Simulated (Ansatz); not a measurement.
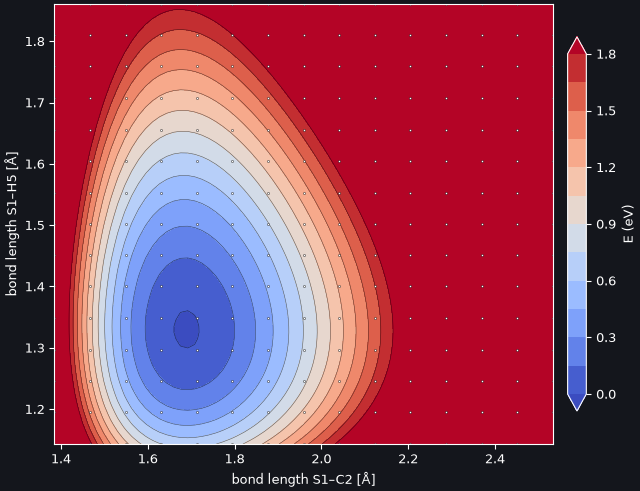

C₂H₂SSe, SMILES SC#C[SeH]. First axis: bond length S1–C2. Second axis: bond length S1–H5. Nothing is relaxed (all other coordinates rigid). Grid: 15 × 15 points. Points are written as (first, second). Energies: eV, counted from the lowest grid point. The reference is spin-restricted, which grows unreliable where a bond is stretched far. These are results of Ansatz 0.2.0, RHF/def2-TZVP, not measurements.

In the figure: filled contours, dots at the grid points, one colour for all values above the top of the scale. Between grid points the surface is interpolated.

> Estimate the position of the minimum and the force constants in these coordinates.

The interpolated minimum is at bond length S1–C2 ≈ 1.689 Å, bond length S1–H5 ≈ 1.329 Å. The curvatures there are about 31 eV/Å² and 29 eV/Å², with a cross term of about 0 eV/Å². Round the minimum the two coordinates are nearly uncoupled.
